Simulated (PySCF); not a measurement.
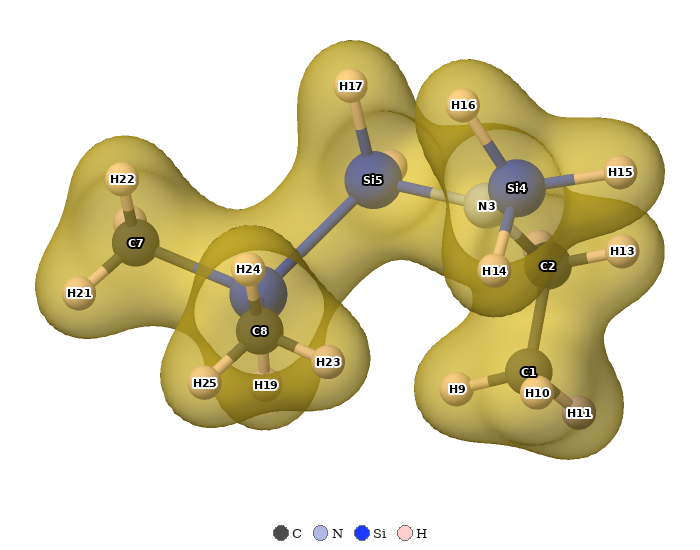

The picture shows: C$_{4}$H$_{17}$NSi$_{3}$ (SMILES CCN([SiH3])[SiH2][SiH](C)C). Isosurface of the electron density at 0.2 e/Å³ (yellow), seen from one side.

Geometry: GFN2-xTB.

Computed with PBE0/pcSseg-1, SCF density, gas phase, non-relativistic in PySCF 2.14.0.

The calculation's input:

```
{"job": {"kind": "nmr", "xc": "PBE0", "basis": "pcSseg-1"}, "charge": 0, "multiplicity": 1}
C     -2.122602     1.527884     0.472579
C     -2.324065     0.634461    -0.747139
N     -1.429961    -0.501799    -0.790837
Si    -1.863897    -1.893755     0.140898
Si     0.174837    -0.235805    -1.426956
Si     1.710024     0.540761     0.132740
C      3.465407     0.377300    -0.593763
C      1.649161    -0.460530     1.758008
H     -1.118936     1.945862     0.476181
H     -2.263232     0.956598     1.386546
H     -2.845641     2.338998     0.454680
H     -2.174096     1.232750    -1.650948
H     -3.357368     0.273316    -0.750122
H     -1.608144    -1.733807     1.583491
H     -3.299970    -2.102020    -0.060719
H     -1.057499    -2.993905    -0.377555
H      0.548206    -1.535777    -2.005556
H     -0.042261     0.689675    -2.555865
H      1.559631     1.964267     0.535161
H      3.567837     0.955015    -1.507817
H      4.226129     0.725758     0.098824
H      3.690633    -0.657227    -0.838242
H      0.672659    -0.390542     2.230166
H      1.843181    -1.513507     1.567160
H      2.389034    -0.119826     2.478217
```

Launched as:

```sh
OMP_NUM_THREADS=1 python probes_run.py task.json out
```

**Which contacts does the surface bridge?**

At this value the surface is in one piece. It bridges the sampled C–N (1.45 Å), C–C (1.53 Å), Si–N (1.73 Å) and C–Si (1.91 Å) contacts, where the density stays above the isovalue. On the grid the lowest density along these lines, outside the cores, is 1.8 e/Å³ (C–N, 1.45 Å), 1.7 e/Å³ (C–C, 1.53 Å), 0.91 e/Å³ (Si–N, 1.73 Å) and 0.75 e/Å³ (C–Si, 1.91 Å).
